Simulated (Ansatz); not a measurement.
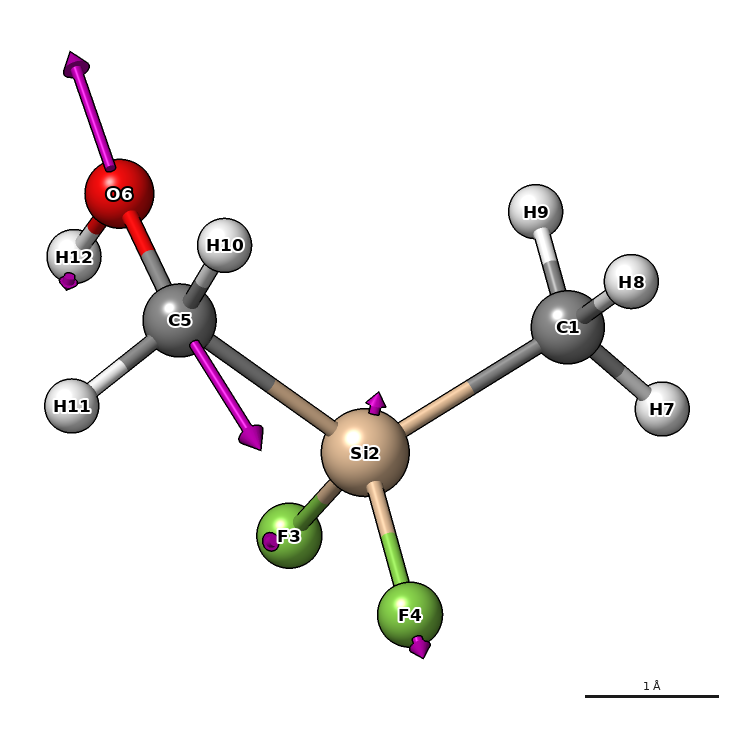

Arrows show the forces on the atoms, 3 Å of arrow for 1 eV/Å; forces under a tenth of the largest aren't drawn. Level of theory: r2SCAN-D4/def2-TZVPP (Ansatz 0.2.0).

**Which bond do the forces act along most?**

C5–O6, now 1.427 Å: the forces push its atoms apart, so a first step downhill lengthens it.

List the force components in the frame of the picture (x right, y up, z towards the viewer), in eV/Å.

```json
{"atom": "C1", "Fx": "−0.04", "Fy": "0.00", "Fz": "0.01"}
{"atom": "Si2", "Fx": "0.01", "Fy": "0.06", "Fz": "0.01"}
{"atom": "F3", "Fx": "−0.03", "Fy": "−0.01", "Fz": "−0.05"}
{"atom": "F4", "Fx": "0.02", "Fy": "−0.05", "Fz": "0.04"}
{"atom": "C5", "Fx": "0.17", "Fy": "−0.27", "Fz": "0.22"}
{"atom": "O6", "Fx": "−0.10", "Fy": "0.30", "Fz": "−0.21"}
{"atom": "H7", "Fx": "−0.01", "Fy": "0.02", "Fz": "0.01"}
{"atom": "H8", "Fx": "0.00", "Fy": "0.00", "Fz": "−0.03"}
{"atom": "H9", "Fx": "0.03", "Fy": "−0.01", "Fz": "0.01"}
{"atom": "H10", "Fx": "−0.03", "Fy": "0.01", "Fz": "0.00"}
{"atom": "H11", "Fx": "−0.02", "Fy": "0.00", "Fz": "0.02"}
{"atom": "H12", "Fx": "−0.01", "Fy": "−0.04", "Fz": "−0.03"}
```
